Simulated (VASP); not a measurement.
Band structure of KCl (rock salt). These are r2SCAN+rVV10, VASP's PBE PAW potentials (set 64) (plane waves; VASP) values and carry that method's errors.

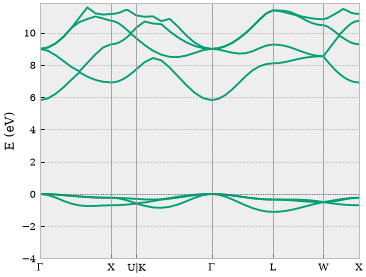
Figure: Bands along high-symmetry lines, zero at the valence-band maximum or, without a gap, the Fermi level

Question: Read the plot: is there a gap, and where are the band edges?

Answer: The gap is direct, 5.82 eV, from the valence maximum at Γ to the conduction minimum at Γ.

Measured: gap 8.50 eV (computed value off by -2.68 eV), as given by David Koller et al., Journal of Physics Condensed Matter (2013), arXiv:1304.4470.

The compound is KCl in the rock salt structure. It was relaxed first.
